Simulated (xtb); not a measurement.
## TiCl4: geometry relaxation (part 2 of 2)

TiCl4; GFN2-xTB, ALPB solvent ethylacetate (xtb 6.7.1 later snapshot). The geometry comes from this level: GFN2-xTB.

The program's output, continued
```
 ANCopt (total)                0 d,  0 h,  0 min,  0.017 sec
 optimizer setup                ...        0 min,  0.000 sec (  0.257%)
 model hessian                  ...        0 min,  0.000 sec (  0.387%)
 ANC generation                 ...        0 min,  0.000 sec (  0.487%)
 coordinate transformation      ...        0 min,  0.000 sec (  0.069%)
 single point calculation       ...        0 min,  0.017 sec ( 96.086%)
 optimization log               ...        0 min,  0.000 sec (  0.920%)
 hessian update                 ...        0 min,  0.000 sec (  0.056%)
 rational function              ...        0 min,  0.000 sec (  1.095%)

================
 final structure:
================
$coord
       -1.89309886915251       -0.12833510127690        3.51699942137254      cl
       -0.00039991561656       -0.00002994343060        0.00011129525590      ti
        3.23523075715734       -2.34092943220578        0.14384511248651      cl
       -2.45111446700705       -1.28947795195993       -2.88056506660915      cl
        1.10938249461777        3.75877242887319       -0.78039076250679      cl
$end

 Bond Distances (Angstroems)
 ---------------------------
Cl1-Ti2=2.1145       Ti2-Cl1=2.1145       Ti2-Cl3=2.1147       Ti2-Cl4=2.1145       Ti2-Cl5=2.1147       Cl3-Ti2=2.1147
Cl4-Ti2=2.1145       Cl5-Ti2=2.1147
 Ti Cl Rav=2.1146 sigma=0.0001  Rmin=2.1145  Rmax=2.1147     4

 selected bond angles (degree)
 --------------------
Cl3-Ti2-Cl1=109.45             Cl4-Ti2-Cl1=109.49             Cl4-Ti2-Cl3=109.48             Cl5-Ti2-Cl1=109.49
Cl5-Ti2-Cl3=109.46             Cl5-Ti2-Cl4=109.45

 selected dihedral angles (degree)
 ---------------------------------

           -------------------------------------------------
          |                Final Singlepoint                |
           -------------------------------------------------

          ...................................................
          :                      SETUP                      :
          :.................................................:
          :  # basis functions                  50          :
          :  # atomic orbitals                  45          :
          :  # shells                           15          :
          :  # electrons                        32          :
          :  max. iterations                   250          :
          :  Hamiltonian                  GFN2-xTB          :
          :  restarted?                      false          :
          :  GBSA solvation                   true          :
          :  PC potential                    false          :
          :  electronic temp.          300.0000000     K    :
          :  accuracy                    1.0000000          :
          :  -> integral cutoff          0.2500000E+02      :
          :  -> integral neglect         0.1000000E-07      :
          :  -> SCF convergence          0.1000000E-05 Eh   :
          :  -> wf. convergence          0.1000000E-03 e    :
          :  Broyden damping             0.4000000          :
          :  net charge                          0          :
          :  unpaired electrons                  0          :
          ...................................................

 iter      E             dE          RMSdq      gap      omega  full diag
   1    -20.1030925 -0.201031E+02  0.158E-04    2.99       0.0  T
   2    -20.1030925 -0.167333E-10  0.132E-04    2.99     339.7  T
   3    -20.1030925 -0.268692E-10  0.974E-05    2.99     459.4  T

   *** convergence criteria satisfied after 3 iterations ***

         #    Occupation            Energy/Eh            Energy/eV
      -------------------------------------------------------------
         1        2.0000           -1.1155843             -30.3566
       ...           ...                  ...                  ...
        10        2.0000           -0.4735610             -12.8863
        11        2.0000           -0.4720620             -12.8455
        12        2.0000           -0.4720553             -12.8453
        13        2.0000           -0.4720497             -12.8451
        14        2.0000           -0.4618621             -12.5679
        15        2.0000           -0.4618571             -12.5678
        16        2.0000           -0.4618533             -12.5677 (HOMO)
        17                         -0.3521120              -9.5815 (LUMO)
        18                         -0.3520983              -9.5811
        19                         -0.3174217              -8.6375
        20                         -0.3173914              -8.6367
        21                         -0.3173763              -8.6362
       ...                                ...                  ...
        45                          0.7858646              21.3845
      -------------------------------------------------------------
                  HL-Gap            0.1097414 Eh            2.9862 eV
             Fermi-level           -0.4069827 Eh          -11.0746 eV

 SCC (total)                   0 d,  0 h,  0 min,  0.005 sec
 SCC setup                      ...        0 min,  0.000 sec (  1.674%)
 Dispersion                     ...        0 min,  0.000 sec (  0.197%)
 classical contributions        ...        0 min,  0.000 sec (  0.074%)
 integral evaluation            ...        0 min,  0.001 sec ( 26.449%)
 iterations                     ...        0 min,  0.001 sec ( 25.359%)
 molecular gradient             ...        0 min,  0.002 sec ( 44.611%)
 printout                       ...        0 min,  0.000 sec (  1.357%)

         :::::::::::::::::::::::::::::::::::::::::::::::::::::
         ::                     SUMMARY                     ::
         :::::::::::::::::::::::::::::::::::::::::::::::::::::
         :: total energy             -20.061831652104 Eh    ::
         :: w/o Gsasa/hb/shift       -20.052831674767 Eh    ::
         :: gradient norm              0.000103880080 Eh/a0 ::
         :: HOMO-LUMO gap              2.986214598546 eV    ::
         ::.................................................::
         :: SCC energy               -20.103088493435 Eh    ::
         :: -> isotropic ES            0.049932738490 Eh    ::
         :: -> anisotropic ES         -0.000230140009 Eh    ::
         :: -> anisotropic XC          0.000012385595 Eh    ::
         :: -> dispersion             -0.005919307225 Eh    ::
         :: -> Gsolv                  -0.009360528143 Eh    ::
         ::    -> Gelec               -0.000360550806 Eh    ::
         ::    -> Gsasa               -0.011418774044 Eh    ::
         ::    -> Ghb                  0.000000000000 Eh    ::
         ::    -> Gshift               0.002418796707 Eh    ::
         :: repulsion energy           0.041256841331 Eh    ::
         :: add. restraining           0.000000000000 Eh    ::
         :: total charge               0.000000000000 e     ::
         :::::::::::::::::::::::::::::::::::::::::::::::::::::

           -------------------------------------------------
          |                Property Printout                |
           -------------------------------------------------

    * Orbital Energies and Occupations

         #    Occupation            Energy/Eh            Energy/eV
      -------------------------------------------------------------
         1        2.0000           -1.1155843             -30.3566
       ...           ...                  ...                  ...
         4        2.0000           -1.1070226             -30.1236
         5        2.0000           -0.5736146             -15.6088
         6        2.0000           -0.4874082             -13.2631
         7        2.0000           -0.4874030             -13.2629
         8        2.0000           -0.4873947             -13.2627
         9        2.0000           -0.4735672             -12.8864
        10        2.0000           -0.4735610             -12.8863
        11        2.0000           -0.4720620             -12.8455
        12        2.0000           -0.4720553             -12.8453
        13        2.0000           -0.4720497             -12.8451
        14        2.0000           -0.4618621             -12.5679
        15        2.0000           -0.4618571             -12.5678
        16        2.0000           -0.4618533             -12.5677 (HOMO)
        17                         -0.3521120              -9.5815 (LUMO)
        18                         -0.3520983              -9.5811
        19                         -0.3174217              -8.6375
        20                         -0.3173914              -8.6367
        21                         -0.3173763              -8.6362
        22                         -0.0190269              -0.5177
        23                         -0.0039645              -0.1079
        24                         -0.0039638              -0.1079
        25                         -0.0039632              -0.1078
        26                         -0.0032736              -0.0891
        27                         -0.0032704              -0.0890
       ...                                ...                  ...
        45                          0.7858646              21.3845
      -------------------------------------------------------------
                  HL-Gap            0.1097414 Eh            2.9862 eV
             Fermi-level           -0.4069827 Eh          -11.0746 eV

     #   Z          covCN         q      C6AA      α(0)
     1  17          0.762    -0.225   106.077    15.755
     2  22          3.041     0.901   104.380    24.948
     3  17          0.762    -0.225   106.077    15.755
     4  17          0.762    -0.225   106.076    15.755
     5  17          0.762    -0.225   106.077    15.755

 Mol. C6AA /au·bohr⁶  :       2550.829675
 Mol. C8AA /au·bohr⁸  :     135902.281073
 Mol. α(0) /au        :         87.966775

Wiberg/Mayer (AO) data.
largest (>0.10) Wiberg bond orders for each atom

 ---------------------------------------------------------------------------
     #   Z sym  total        # sym  WBO       # sym  WBO       # sym  WBO
 ---------------------------------------------------------------------------
     1  17      1.359 --     2      1.223
     2  22      4.892 --     4      1.223     1      1.223     3      1.223
                             5      1.223
     3  17      1.359 --     2      1.223
     4  17      1.359 --     2      1.223
     5  17      1.359 --     2      1.223
 ---------------------------------------------------------------------------

Topologies differ in total number of bonds
Writing topology from bond orders to xtbtopo.mol

molecular dipole:
                 x           y           z       tot (Debye)
 q only:       -0.001      -0.000       0.000
   full:       -0.001      -0.000       0.000       0.002
molecular quadrupole (traceless):
                xx          xy          yy          xz          yz          zz
 q only:        0.001       0.000       0.001      -0.000       0.003      -0.002
  q+dip:        0.000       0.000       0.000      -0.000       0.002      -0.000
   full:        0.001       0.000       0.001      -0.001       0.003      -0.001

           -------------------------------------------------
          |                Geometry Summary                 |
           -------------------------------------------------

      molecular mass/u    :      189.6784953
   center of mass at/Å    :       -0.0000139      -0.0000010       0.0000039
  moments of inertia/u·Å² :        0.4226547E+03   0.4227696E+03   0.4228253E+03
rotational constants/cm⁻¹ :        0.3988512E-01   0.3987427E-01   0.3986903E-01

 * 4 selected distances

     #   Z          #   Z                                           value/Å
     1  17          2  22                                         2.1145432
     2  22          3  17                                         2.1147088 (max)
     2  22          4  17                                         2.1145234 (min)
     2  22          5  17                                         2.1146837

 * 1 distinct bonds (by element types)

   Z      Z             #   av. dist./Å        max./Å        min./Å
  17 Cl  22 Ti          4     2.1146148     2.1147088     2.1145234

optimized geometry written to: xtbopt.coord

           -------------------------------------------------
          | TOTAL ENERGY              -20.061831652104 Eh   |
          | GRADIENT NORM               0.000103880080 Eh/α |
          | HOMO-LUMO GAP               2.986214598546 eV   |
           -------------------------------------------------

------------------------------------------------------------------------
------------------------------------------------------------------------
 total:
 *  cpu-time:     0 d,  0 h,  0 min,  0.038 sec
 * ratio c/w:     1.000 speedup
 SCF:
 *  cpu-time:     0 d,  0 h,  0 min,  0.008 sec
 * ratio c/w:     1.000 speedup
 ANC optimizer:
 *  cpu-time:     0 d,  0 h,  0 min,  0.022 sec
 * ratio c/w:     1.000 speedup
```

Standard error
```
normal termination of xtb
```

Trajectory as extended XYZ (Å, eV, eV/Å), 3 frames, from step=0 to step=2
```
5
Properties=species:S:1:pos:R:3 step=0 energy=-545.90996
Cl   -1.0004   -0.0677    1.8581
Ti   -0.0002    0.0004    0.0000
Cl    1.7092   -1.2369    0.0756
Cl   -1.2949   -0.6817   -1.5217
Cl    0.5863    1.9859   -0.4121
5
Properties=species:S:1:pos:R:3 step=1 energy=-545.91014
Cl   -1.0017   -0.0682    1.8632
Ti    0.0002   -0.0014    0.0002
Cl    1.7144   -1.2402    0.0780
Cl   -1.2987   -0.6802   -1.5267
Cl    0.5858    1.9900   -0.4147
5
Properties=species:S:1:pos:R:3 step=2 energy=-545.91025
Cl   -1.0018   -0.0679    1.8611
Ti   -0.0002    0.0000    0.0001
Cl    1.7120   -1.2388    0.0761
Cl   -1.2971   -0.6824   -1.5243
Cl    0.5871    1.9891   -0.4130
```

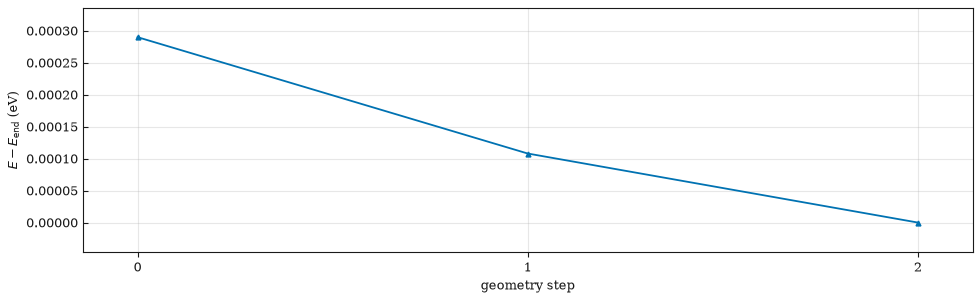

Progress of the relaxation, step by step (steps are counted from 0). Over 2 geometry steps the energy falls by next to nothing (0.0 eV). The atoms keep their places after the best rigid fit (all moves are under 0.005 Å).

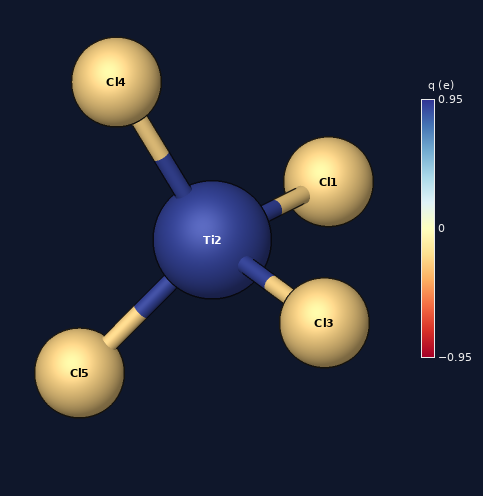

Mulliken charges, as the colour of each atom (ball-and-stick view, seen at a tilt; atoms are numbered from 1 in the order of the input). By element: Cl −0.23 and Ti +0.90 e.

This output came from the following input.

Input file (mol.coord)
```
$coord
     -1.890500912337     -0.127934458637      3.511319009428  cl
     -0.000453534270      0.000718095927      0.000056691784  ti
      3.229995481255     -2.337458935333      0.142919986805  cl
     -2.446911872472     -1.288207401896     -2.875596243843  cl
      1.107870837823      3.752882699939     -0.778699444175  cl
$end
```

Run as:
```bash
xtb mol.coord -o --alpb ethylacetate | tee out.txt
```

Key numbers

| quantity | value |
| --- | --- |
| outcome | converged |
| electrons treated | 32 |
| total energy | −20.061832 hartree |
| dispersion energy | −0.005919 hartree |
| solvation energy | −0.009361 hartree |
| basis functions | 50 |
| HOMO | −12.57 eV |
| LUMO | −9.58 eV |
| dipole moment | 0.00 D |
| hardware | 1 thread of Arm Neoverse V1, 24 GiB of memory available, shared host |
| peak memory | 0.077 GiB |
